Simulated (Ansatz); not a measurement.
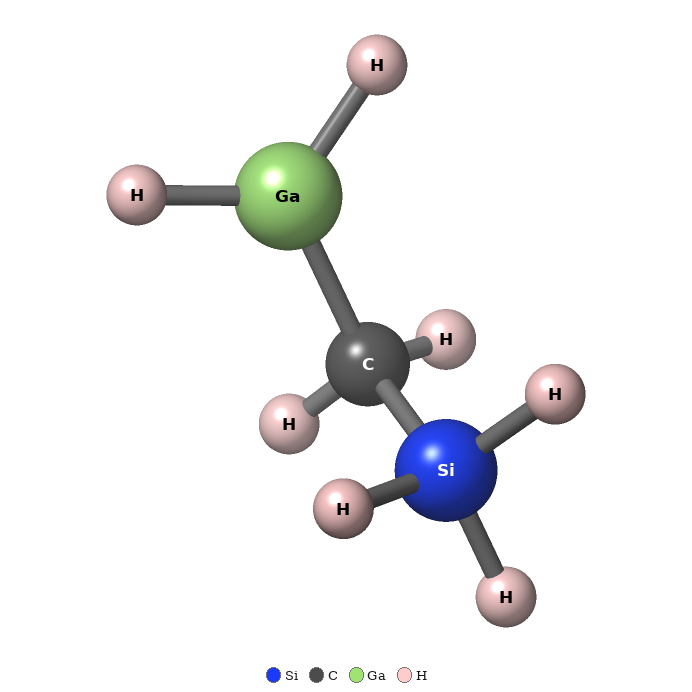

The picture shows a molecular structure as a ball-and-stick model. Every bond is drawn as one stick, whatever its order.

Description:

Formula CH₇GaSi. As SMILES it reads `[SiH3][CH2][GaH2]`. Among its groups: Si–H bond. This geometry has Cs symmetry. Coordination: 1 Si tetrahedral; 1 C tetrahedral; 1 Ga trigonal planar.

More results for the same structure follow; atom numbers are the same in all pictures, views and colours differ. The computed structure is the end point of a PBE0-D4/def2-TZVP optimisation.

### Thermal motion

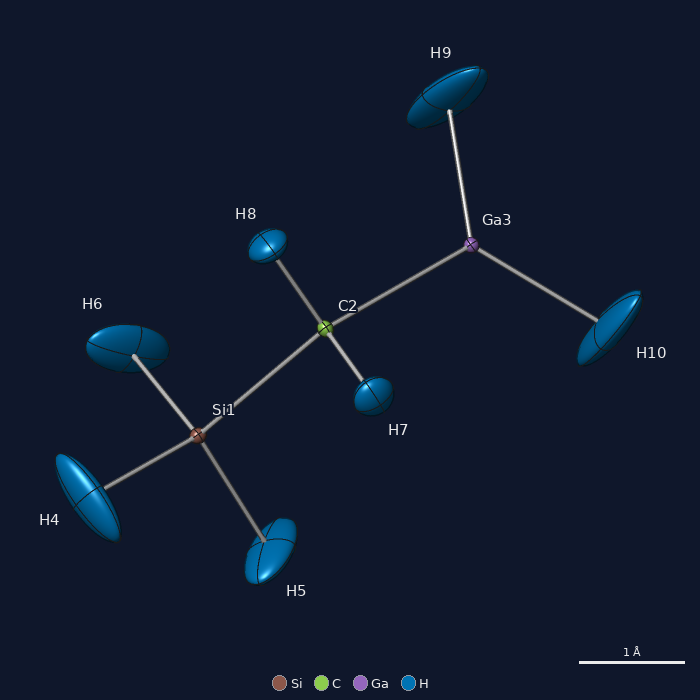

Displacement ellipsoids at the 50 % level, from the internal vibrations of the free molecule (harmonic, no overall translation or rotation; no half-axis is drawn under 0.075 Å). Vibrations computed with RKS PBE0-D4/def2-TZVP (Ansatz 0.2.0). Temperature: 100 K.

**Which atom moves most?**

H9, H10, with U_eq = 0.0720 Å².

**Does H10 move more along its bond or across it?**

Across it: the root-mean-square amplitude is 0.092 Å along the bond and up to 0.419 Å across, since bending and torsion are softer than stretching.

List U_eq and the three principal root-mean-square amplitudes for each kind of atom.

```tsv
atom	U_eq (Å²)	rms amplitudes (Å)
Si1	0.0012	0.015, 0.017, 0.056
C2	0.0029	0.041, 0.057, 0.063
Ga3	0.00028	0.007, 0.008, 0.027
H4	0.0487	0.099, 0.161, 0.332
H5, H6	0.0471	0.087, 0.171, 0.323
H7, H8	0.0165	0.091, 0.137, 0.150
H9, H10	0.0720	0.092, 0.178, 0.419
```

### Dipole moment

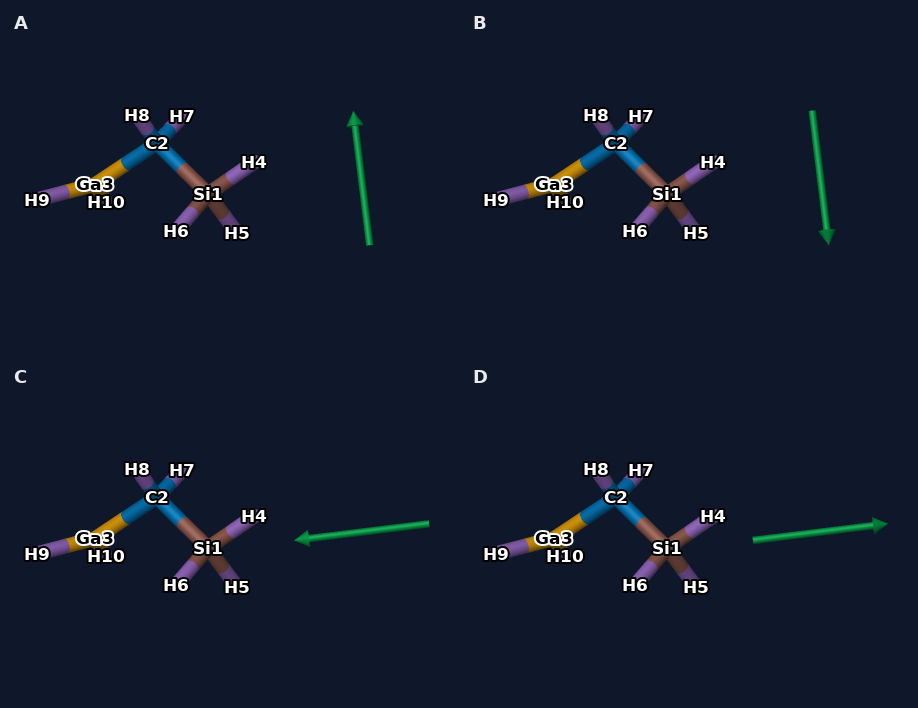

The same molecule four times, each with an arrow. Level of theory: RKS PBE0-D4/def2-TZVP (Ansatz 0.2.0).

**Which arrow points along the dipole moment, from the negative to the positive end?**

A. The dipole moment is 0.98 D; it points from the side of H5, H6 to the side of H7, H8 (the outermost atoms at the two ends).

### Charges

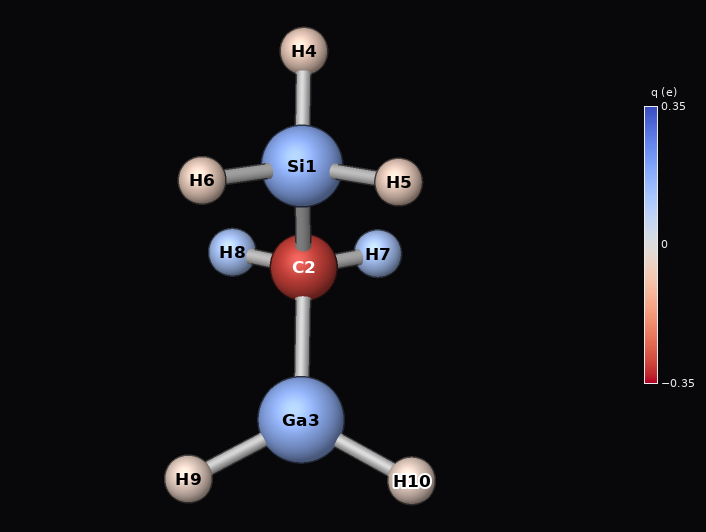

Atoms are coloured by their Mulliken charges. Level of theory: RKS PBE-D4/def2-TZVPP (Ansatz 0.2.0).

Give the Mulliken charges atom by atom.

| atom | value (e) |
| --- | --- |
| Si1 | 0.17 |
| C2 | −0.30 |
| Ga3 | 0.16 |
| H4 | −0.06 |
| H5 | −0.05 |
| H6 | −0.05 |
| H7 | 0.11 |
| H8 | 0.11 |
| H9 | −0.04 |
| H10 | −0.04 |

### Vibrations

Harmonic vibrations computed with RKS PBE0-D4/def2-TZVP (Ansatz 0.2.0) at a stationary point of the same level.

**List the wavenumbers.**

24 modes: 79, 107, 124, 417, 492, 503, 563, 694, 730, 770, 771, 938, 949, 955, 990, 991, 1385, 1965, 1966, 2210, 2211, 2211, 3060, 3126 cm⁻¹.

Mulliken values depend strongly on the basis set and can even reverse the polarity of a bond.
